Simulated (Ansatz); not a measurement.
Consider HfO$_{2}$ (space group Pca2_1, No. 29; a = 5.2472 Å, b = 5.0306 Å, c = 5.0598 Å). Axes: x, y, z lie along a, b, c of the conventional cell.

Structures relaxed with r2SCAN (Ansatz, a first-principles code, PAW, without spin-orbit coupling), earlier PAW set.

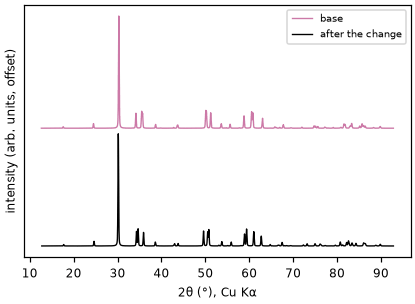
Simulated powder patterns before (top) and after one change

Question: Which of these changes matches the shifts?
(A) uniaxial strain ε_zz = −5.99 %
(B) uniaxial stress, 8 GPa tension along z
(C) biaxial strain −2.03 %, plane normal [001], relaxed out of plane
(D) uniaxial strain ε_zz = +4.83 %

Answer: B, uniaxial stress, 8 GPa tension along z. Its volume per atom is 11.27 Å³ against 11.13 Å³, and its space group is Pca2_1 (No. 29).

Beyond what the load breaks, stability against distortions was not tested. This is not the structure that HfO2 has at room temperature and ambient pressure.
